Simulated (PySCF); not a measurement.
C$_{3}$H$_{4}$FOPSi (SMILES Fc1cpc([SiH3])o1)

```yaml
atoms:
  - { symbol: F, position_ang: [2.3723, 1.8759, -0.2117] }
  - { symbol: C, position_ang: [1.6520, 0.7571, -0.1540] }
  - { symbol: C, position_ang: [2.1073, -0.5148, -0.2001] }
  - { symbol: P, position_ang: [0.7314, -1.6182, -0.0877] }
  - { symbol: C, position_ang: [-0.3055, -0.2449, 0.0108] }
  - { symbol: Si, position_ang: [-2.1798, -0.1248, 0.2010] }
  - { symbol: O, position_ang: [0.3482, 0.9415, -0.0384] }
  - { symbol: H, position_ang: [3.1410, -0.7858, -0.2891] }
  - { symbol: H, position_ang: [-2.5411, -0.5336, 1.5598] }
  - { symbol: H, position_ang: [-2.7927, -1.0225, -0.7770] }
  - { symbol: H, position_ang: [-2.5277, 1.2728, -0.0397] }
```

Geometry: GFN2-xTB.

All numbers below come from PBE0/pcSseg-1, SCF density, gas phase, non-relativistic in PySCF.

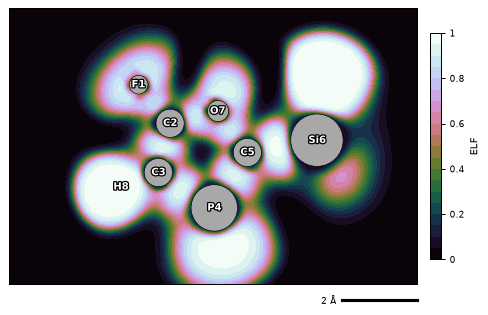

Figure 1. ELF on the plane of atoms F1, C2 and C3. Grey discs cover the atomic cores.

What does the map show?

- Atoms in the plane: F, C, P, Si, O and H.
- C–O (1.32 Å): the ELF peaks at about 0.90 between the atoms (a shared but strongly polarised pair).
- C–F (1.33 Å): the ELF peaks at about 0.85 between the atoms; a shared but strongly polarised pair.
- C–C (1.35 Å): the ELF peaks at about 0.95 between the atoms, as expected for localised, covalent bonding.
- C–P (1.72 Å): the ELF peaks at about 0.90 between the atoms; localised, covalent bonding.
- C–Si (1.89 Å): the ELF peaks at about 0.95 between the atoms, as expected for a shared electron pair.
- The ELF also peaks beside P4, F1 and O7, away from the bonds: lone-pair regions.

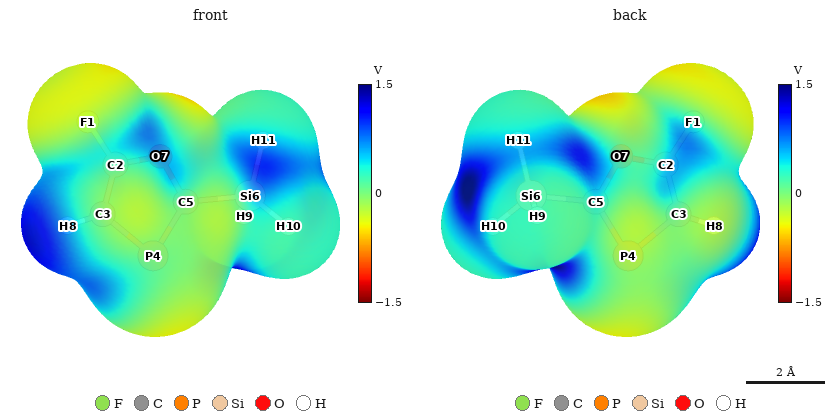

Figure 2. The molecular electrostatic potential painted on the density surface at 0.002 e/bohr³, seen from the front and from behind; red is negative and blue positive.

Where is the surface potential most negative and most positive?

The most negative region (about −0.5 V) lies over O7, the most positive (about +1.4 V) over Si6.
